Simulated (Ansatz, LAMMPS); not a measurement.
# Static equation of state of glassy 68TiO2-32SiO2 (mol %) (84 atoms)

Density of this cell: 3.14 g/cm³. The cell holds 84 atoms: 19 Ti, 9 Si and 56 O. Its edges and angles: a = 10.431 Å, b = 10.148 Å, c = 10.285 Å, α = 90.8°, β = 91.3°, γ = 90.3°. The starting structure: 84 atoms (19 Ti, 9 Si, 56 O) placed at random at 3.07 g/cm³, melted at 4000 K for 10 ps at fixed volume with the Morse and Coulomb pair potential with partial charges (Pedone, Malavasi, Menziani, Cormack and Segre, J. Phys. Chem. B 110, 11780 (2006)). Quenched from 4000 K to 300 K at 10 K/ps and fixed volume, held 10 ps at zero pressure.

Calculated with Ansatz 0.2.0: Kohn-Sham DFT, PBE, PAW (set soft_2), plane waves; cutoff 420 eV, Γ point, gaussian smearing of 0.025 eV. Cell and atoms were relaxed first, to V0 = 12.957 Å³ an atom at a residual P0 = 0.016 GPa. The cell was then scaled evenly, and the atoms were relaxed at each volume.

| volume (Å³/atom) | pressure (GPa) |
| --- | --- |
| 11.661 | 6.413 |
| 12.179 | ? |
| 12.568 | 2.842 |
| 13.345 | -2.270 |
| 13.734 | -3.634 |

Task: Fit the third-order Birch–Murnaghan equation to the rows given and interpolate to the withheld row.

**Working.**

Take the Eulerian strain f = ½[(V0/V)^(2/3) − 1] and the normalised pressure F = (P − P0) / [3f(1 + 2f)^(5/2)]. The third-order Birch–Murnaghan equation is then the line F = B0 + (3/2)B0(B′ − 4) f, so u = f and v = F.

| u = f | v = F (GPa) |
| --- | --- |
| 0.0363830 | 49.1680 |
| 0.0102568 | 87.2882 |
| -0.00975656 | 82.0643 |
| -0.0190506 | 70.3801 |

With n = 4: mean u = 0.00445816, mean v = 72.2252, Σ(u − ū)² = 0.0018075, Σ(u − ū)(v − v̄) = -0.74524. Slope b = -0.74524 / 0.0018075 = -412.29; intercept a = v̄ − b ū = 74.063.

So B0 = a = 74.1 GPa and B′ = 4 + 2b/(3a) = 0.289. At the withheld volume f = 0.02106, F = a + b f = 65.38 GPa, and P = P0 + 3f(1 + 2f)^(5/2) F.

Prediction at 12.179: 4.595 GPa. The run gave 6.097 GPa, so the fit is low by 1.5 GPa (25 % of the value).

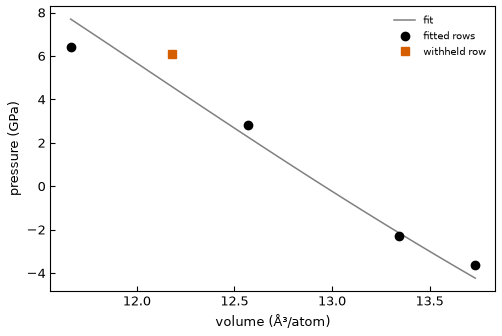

The fit, the rows that it rests on and the withheld row.

The series isn't one smooth equation of state: even a line fitted to all rows, the withheld one included, misses F by up to 37.0 %, the count of bonds changes along the series and an atom moves over 0.5 Å in some relaxation. B0 and B′ are then only the numbers of this fit, not moduli of the material. Among the rows given, the largest miss of the fit is at 11.661, by 1.3 GPa (13 % of the range of the table).

Limits: Static cells at zero temperature; the cell shape is held. The program notes that the SCF threshold of these relaxations is loose for the stress. The quench rate of 10 K/ps is many orders above laboratory rates, so the cell is likely richer in defects and strain than a real sample. The network of bonds at the start is that of the classical potential that made the cell, and needn't be the one that DFT or experiment would give. Only the Γ point is sampled, in a cell whose shortest periodic width is 10 Å.

[Hosts, paths, dates, database ids (printed as entryN), source tags and the programs' standing remarks are cut or masked in the printed files.]
